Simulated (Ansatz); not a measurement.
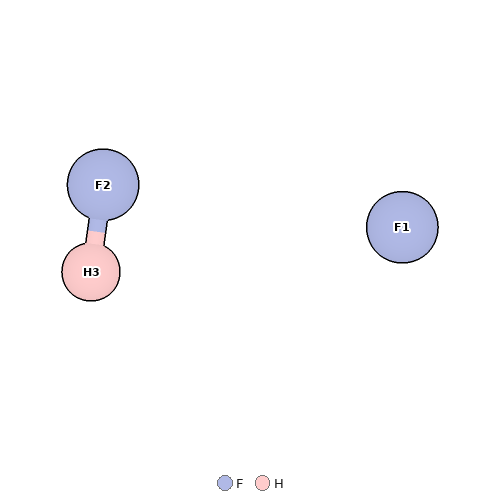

The system is F⁻ + FH; the picture shows the reference structure. 
- Coordinates scanned: (1) distance F1–F2; (2) distance F2–H3.
- Nothing is relaxed (the angle F1–F2–H3 is fixed at 90 degrees).
- The scan uses a 17 × 17 grid.
- Points are written as (first, second).
- Energies are in kcal/mol, from the lowest grid point.
- Energies and slopes of some neighbouring points disagree (a jump in structure or state, or too coarse a mesh). The reference is spin-restricted, so regions where a bond is pulled apart into radicals lie too high.
- Method: RKS CAM-B3LYP-D4/aug-cc-pVTZ in Ansatz 0.2.0.

Its coordinates:

```xyz
3

F    -3.3600    0.0000    0.0000
F     0.0000    0.0000    0.0000
H     0.0000    0.8890    0.0000
```

Range: distance F1–F2 from 0.960 to 3.360 Å; distance F2–H3 from 0.728 to 3.128 Å.

Q: Predict the map.

A: The lowest grid point is at (3.360 Å, 0.889 Å). It lies in a valley that leaves the map towards separated partners. The highest grid point, (0.960 Å, 0.728 Å), lies 613 kcal/mol above the lowest.

```tsv
distance F2–H3 ↓, distance F1–F2 →	0.960	1.121	1.356	1.631	1.935	2.263	2.611	2.978	3.360
3.128	389	220	162	155	160	169	174	177	178
2.746	390	221	163	154	157	163	167	168	168
2.379	392	224	166	153	152	154	154	154	154
2.031	398	230	171	152	142	137	134	133	133
1.703	413	245	183	148	122	109	104	103	102
1.399	441	272	200	132	87	69	63	62	61
1.124	484	310	209	99	44	25	20	18	18
0.889	537	357	209	80	25	7	2	0	0
0.728	613	427	254	121	66	49	44	42	42
```

The table holds every second grid line.

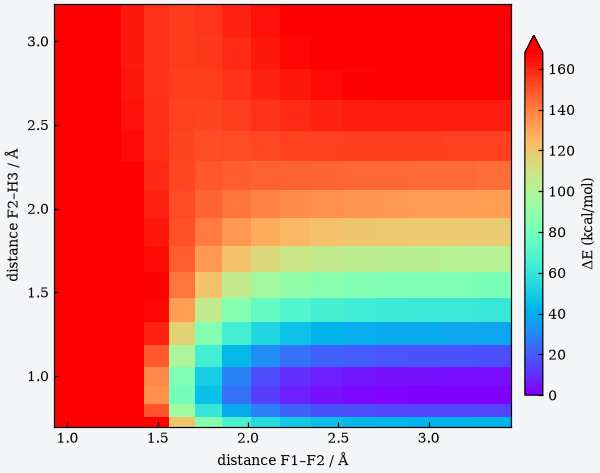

Drawn: one coloured cell a grid point, one colour for all values above the top of the scale.

Each point was launched as `ansatz run input.yaml --threads 1 --pin off --max-ram 2560MiB --backend cpu --events-out ev --progress --plain --runs-dir out`. The whole map (289 points run) took 11 min on 1 thread of Arm Neoverse V2 (shared host).
